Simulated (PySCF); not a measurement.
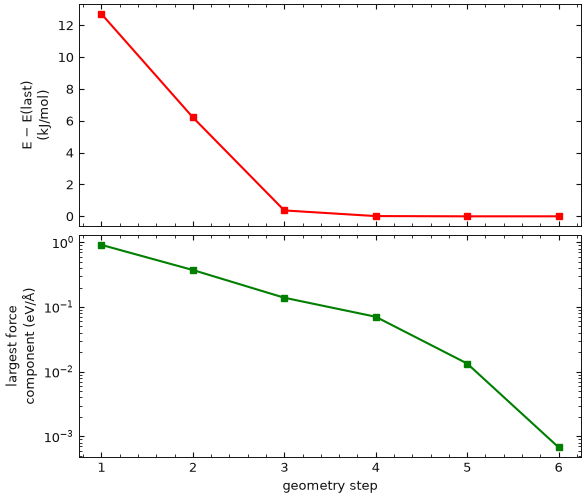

History of a geometry optimisation. The start has point group C2v, which is kept. A held symmetry can leave a saddle point.

IrSe2 molecule, multiplicity 2; PySCF 2.14.0, UKS-based PBE, Ir def2-SVP with ECP60, Se def2-SVP; non-relativistic Hamiltonian with scalar-relativistic core potentials; density fitting.

**How did it end, and what did it gain?**

The optimisation met its thresholds at geometry 6, counting the start as the first. The energy fell by about 13 kJ/mol from the first step to the last. The largest force component goes from about 0.91 eV/Å at the start to 7 × 10⁻⁴ eV/Å at the end.
